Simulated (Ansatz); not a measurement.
```yaml
crystal:
  lattice:
    - [4.77955, 0.00000, 0.00000]
    - [0.00000, 14.49654, 0.00000]
    - [0.00000, 0.00000, 4.77566]
  atoms:
    - { symbol: Cd, position: [0.00000, 0.16803, 0.00000] }
    - { symbol: Cd, position: [0.50000, 0.66803, 0.00000] }
    - { symbol: Cd, position: [0.00000, 0.83197, 0.00000] }
    - { symbol: Cd, position: [0.50000, 0.33197, 0.00000] }
    - { symbol: Cd, position: [0.00000, 0.50000, 0.00000] }
    - { symbol: Cd, position: [0.50000, 0.00000, 0.00000] }
    - { symbol: Cd, position: [0.00000, 0.66626, 0.50000] }
    - { symbol: Cd, position: [0.50000, 0.16626, 0.50000] }
    - { symbol: Cd, position: [0.00000, 0.33374, 0.50000] }
    - { symbol: Cd, position: [0.50000, 0.83374, 0.50000] }
    - { symbol: Hg, position: [0.00000, 0.00000, 0.50000] }
    - { symbol: Hg, position: [0.50000, 0.50000, 0.50000] }
    - { symbol: O, position: [0.00000, 0.82831, 0.50000] }
    - { symbol: O, position: [0.50000, 0.32831, 0.50000] }
    - { symbol: O, position: [0.00000, 0.50000, 0.50000] }
    - { symbol: O, position: [0.50000, 0.00000, 0.50000] }
    - { symbol: O, position: [0.00000, 0.17169, 0.50000] }
    - { symbol: O, position: [0.50000, 0.67169, 0.50000] }
    - { symbol: O, position: [0.00000, 0.33527, 0.00000] }
    - { symbol: O, position: [0.50000, 0.83527, 0.00000] }
    - { symbol: O, position: [0.00000, 0.00000, 0.00000] }
    - { symbol: O, position: [0.50000, 0.50000, 0.00000] }
    - { symbol: O, position: [0.00000, 0.66473, 0.00000] }
    - { symbol: O, position: [0.50000, 0.16473, 0.00000] }
```

Space group Cmmm; a structure generated by program, which may or may not match a known phase.

Computed with DFT PBE, scalar-relativistic, plane waves, PAW (Ansatz).

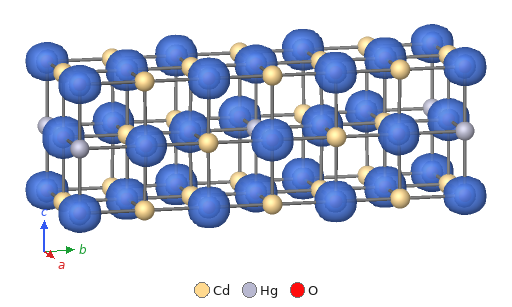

Cd5HgO6. Isosurface of the electron localisation function at 0.75 (blue), seen slightly off an axis. Core shells and regions of very low density are left out. Sticks mark near contacts.

**Describe the localisation domains.**

The ELF exceeds this value in twelve regions wrapped around O (the valence shell of each), counted in one cell of 24 atoms. Regions shared between cells count once.

Values along the shortest contacts:
Cd–O (2.35 Å): the ELF peaks at about 0.80 in the valence shell of O, 0.6 Å from its nucleus, and drops to about 0.10 between the two atoms: no shared electron pair shows on this line. Hg–O (2.39 Å): the ELF is about 0.15 at the midpoint (no shared electron pair shows on this line).
